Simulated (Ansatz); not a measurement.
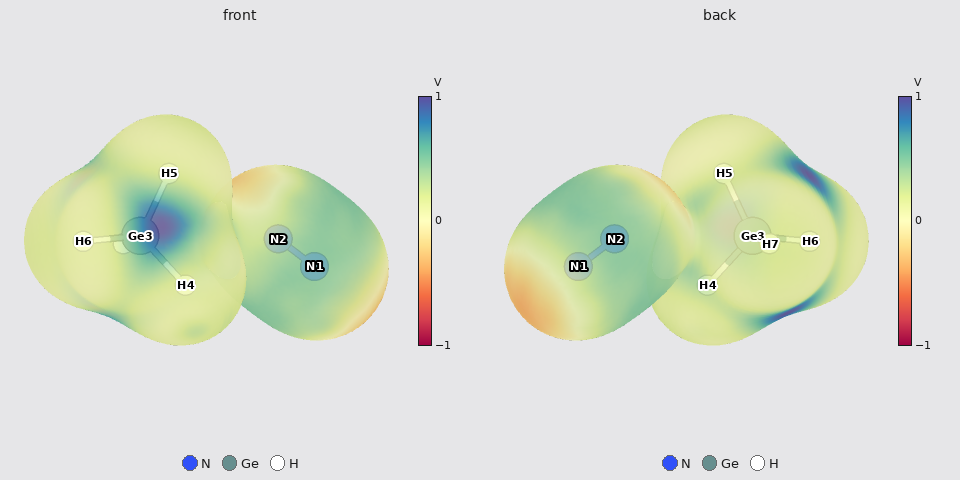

N2···GeH4. The electrostatic potential painted on the density surface at 0.002 e/bohr³, seen from the front and from behind; red is negative and blue positive.

Geometry: PBE0-D4/def2-TZVP.

These are results of RKS PBE0-D4/def2-TZVPPD (Ansatz 0.2.0), not measurements.

Input

```
crystal:
  periodic: [false, false, false]
  atoms:
    - {symbol: N, position_ang: [-1.174403, 0.279179, -3.216340]}
    - {symbol: N, position_ang: [-0.643697, 0.616708, -2.326831]}
    - {symbol: Ge, position_ang: [0.363852, -0.177762, 1.107654]}
    - {symbol: H, position_ang: [0.208577, -1.403681, 0.197819]}
    - {symbol: H, position_ang: [1.488061, 0.718369, 0.573453]}
    - {symbol: H, position_ang: [0.710515, -0.641606, 2.529371]}
    - {symbol: H, position_ang: [-0.953003, 0.608792, 1.134974]}
basis:
  gaussian: {orbitals: "def2-TZVPPD.json"}
hamiltonian: {xc: pbe0, dispersion: d4}
output: {orbitals: {seedname: orbitals}}
```

Command:

```sh
ansatz run in.yaml --threads 4 --pin off --events-out ev --progress --plain --max-ram 9574MiB
```

### Describe the electrostatic potential map.

The most negative region (about −0.4 V) lies over N1, the most positive (about +1.0 V) over Ge3.
